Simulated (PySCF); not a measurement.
**C8H6OS, SMILES `Sc1occ2ccccc12`: what the electrons do**

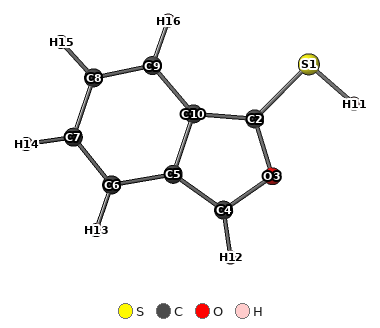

The molecule, with its atoms numbered as below. No frequency check shows the geometry to be a minimum.

Cartesian coordinates (Å):

```
S1      -2.6760   -0.8332    0.0000
C2      -1.2059    0.1137    0.0000
O3      -1.3050    1.4505    0.0000
C4      -0.0589    1.9689    0.0000
C5       0.8723    0.9560    0.0000
C6       2.2858    0.9065    0.0000
C7       2.8894   -0.3127    0.0000
C8       2.1443   -1.5203    0.0000
C9       0.7831   -1.5199    0.0000
C10      0.1214   -0.2752    0.0000
H11     -3.4722    0.2331    0.0000
H12      0.0262    3.0359    0.0000
H13      2.8538    1.8242    0.0000
H14      3.9676   -0.3793    0.0000
H15      2.6837   -2.4558    0.0000
H16      0.2076   -2.4329    0.0000
```

Part 1: Bonding charge

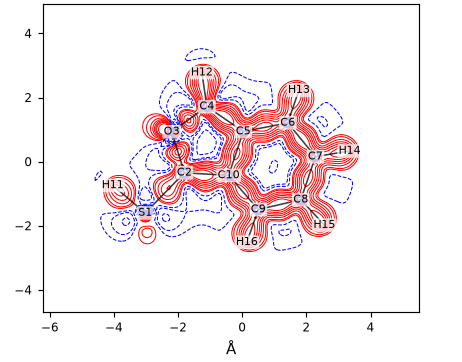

Deformation density (molecule less spherical, spin-averaged free atoms) in the molecular plane; contours at ±0.05 to ±0.8 e/Å³; solid red lines: gain, dashed blue lines: loss.

PySCF calculation, HF/6-31G*, gas phase; geometry: GFN2-xTB.

Question: Describe the bonding that the map shows.

Answer: The five largest and four smallest: C6–C7: +0.76 e/Å³ at the bond critical point (bond length 1.36 Å, Mayer order 1.7). C8–C9: +0.75 e/Å³ at the bond critical point (bond length 1.36 Å, Mayer order 1.7). C4–C5: +0.74 e/Å³ at the bond critical point (bond length 1.38 Å, Mayer order 1.6). C4–H12: +0.73 e/Å³ at the bond critical point (bond length 1.07 Å, Mayer order 0.9). C2–C10: +0.70 e/Å³ at the bond critical point (bond length 1.38 Å, Mayer order 1.5). S1–H11: +0.39 e/Å³ at the bond critical point (bond length 1.33 Å, Mayer order 0.9). S1–C2: +0.31 e/Å³ at the bond critical point (bond length 1.75 Å, Mayer order 1.0). C2–O3: +0.21 e/Å³ at the bond critical point (bond length 1.34 Å, Mayer order 1.0). O3–C4: +0.12 e/Å³ at the bond critical point (bond length 1.35 Å, Mayer order 0.9); up to 0.6 Å beside the axis the gain reaches +0.42 e/Å³. In all, 4.0 electrons gather in the regions of gain relative to the promolecule. A small or negative value marks a very polar bond, one between electron-rich atoms, whose free-atom densities already overlap strongly, a long bond to a heavier atom, or a closed-shell contact such as a hydrogen bond.

Question: Where do the Hirshfeld charges lie?

Answer: The highest Hirshfeld charge is on H11 (+0.08 e), the lowest on O3 (−0.11 e).

Part 2: Local ionisation energy

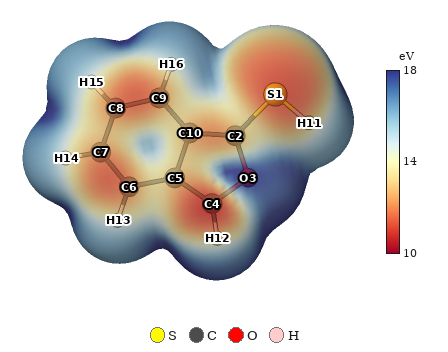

Average local ionisation energy on the surface of electron density 0.001 a.u.

Question: Locate the minima of the map.

Answer: The lowest value is 10.7 eV, off the molecular plane, over C4 (2.0 Å), and at like points elsewhere. Further minima include 11.1 eV, off the molecular plane, over S1 (2.3 Å), and at like points elsewhere; 11.4 eV, off the C8–C9 bond (2.1 to 2.2 Å from its atoms), and at like points elsewhere. For comparison, the highest occupied orbital lies at −6.8 eV.

Question: What volume does the surface enclose, and what is the dipole moment?

Answer: About 176 Å³; the dipole moment is 0.9 D.

Part 3: Removing or adding an electron

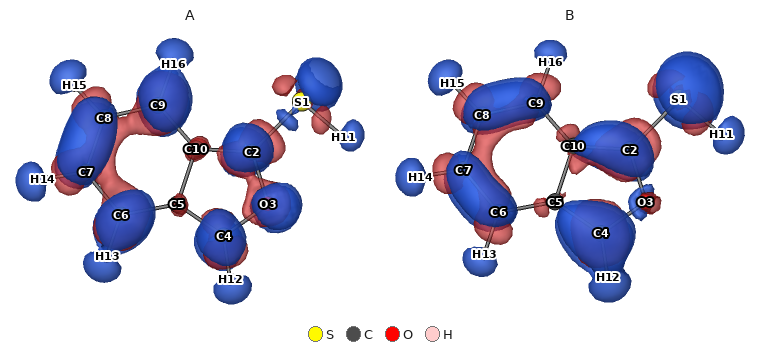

The two Fukui functions at ±0.015 e/Å³ (blue positive, red negative).

PySCF calculation, r2SCAN/def2-SVP, gas phase; geometry: GFN2-xTB.

Question: Which panel is f⁻ (electron removed) and which f⁺ (electron added)?

Answer: A is f⁺, B is f⁻. f⁻ (Hirshfeld-condensed) is largest on S1 (0.20) and C4 (0.14); the vertical ionisation energy is 6.95 eV (the stability of the cation's solution wasn't checked). f⁺ (Hirshfeld-condensed) is largest on S1 (0.10), C6 (0.10) and C9 (0.10); the vertical electron affinity is −0.41 eV (the stability of the anion's solution wasn't checked; negative, but this basis has no diffuse functions, so it doesn't show that the anion is unbound).

Question: What chemical potential and hardness follow from the two energies?

Answer: μ = −(I + A)/2 = −3.27 eV and η = I − A = 7.36 eV.

Part 4: Localised orbitals

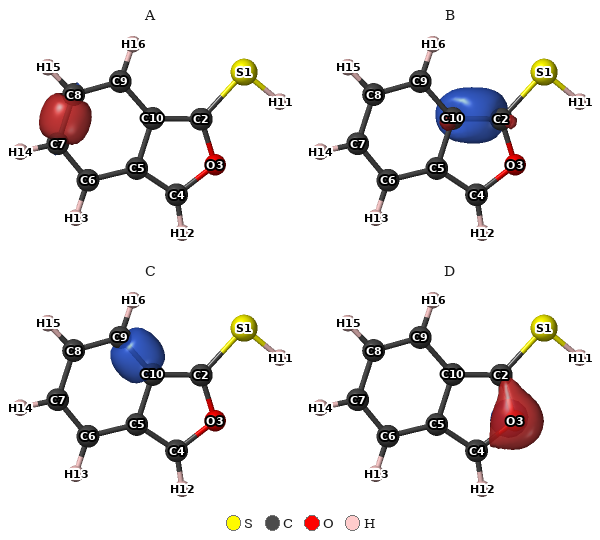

Localised orbitals, occupied; each surface holds about 70 % of the orbital's density. Energies are diagonal elements of the Fock matrix.

PySCF calculation, ωB97X/6-31+G*, gas phase; geometry: GFN2-xTB.

Question: Name the orbitals, with their atomic make-up and energies.

Answer: By panel:
- A: σ bond C7–C8 (C7 50 %, C8 50 %; −18.7 eV)
- B: bent (banana) bond C10–C2 (C10 48 %, C2 45 %; −15.8 eV)
- C: σ bond C10–C9 (C10 50 %, C9 49 %; −19.2 eV)
- D: pair mostly on O3, shared in part with C2 (O3 81 %, C2 10 %, C4 7 %; −16.6 eV)

Question: Which localisation scheme gives orbitals like these: Pipek–Mezey, IBO or Foster–Boys?

Answer: Foster–Boys: it mixes σ and π into equivalent bent bonds, while the other two keep them apart.

Question: How do all the valence pairs divide up?

Answer: 25 pairs: 13 σ bonds, 8 bent bonds, 3 lone pairs and 1 strongly polarised pair.

The PySCF runs shown took 5.5 s, 5.9 min and 49 s on 1 thread of Intel(R) Xeon(R) Processor, on a shared host.
